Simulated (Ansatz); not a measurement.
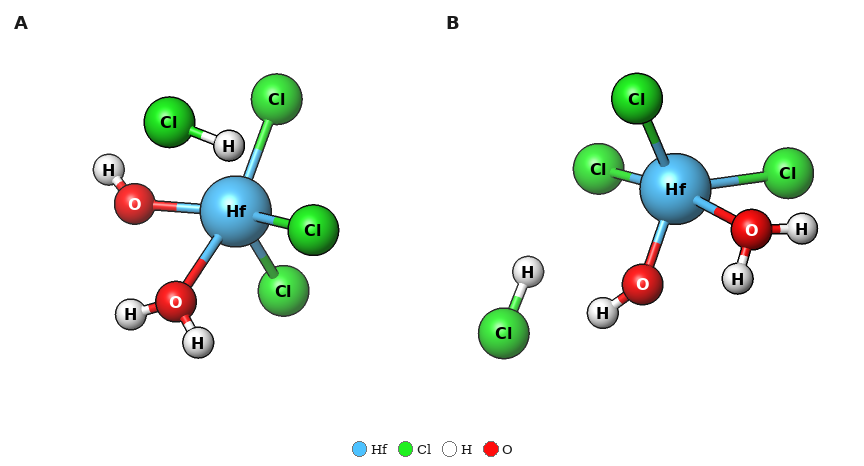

2 stationary structures of one formula. Charge 0, singlet. Geometries: PBE0-D4/def2-TZVP. Electronic energies: CCSD(T)/CBS (MP2 limit from def2-TZVPP and def2-QZVPP plus CCSD(T) − MP2) (Ansatz 0.2.0), without zero-point energy.

### Rank them by energy, lowest first.

B is lowest (a minimum); A lies 0.098 eV above it (a minimum).
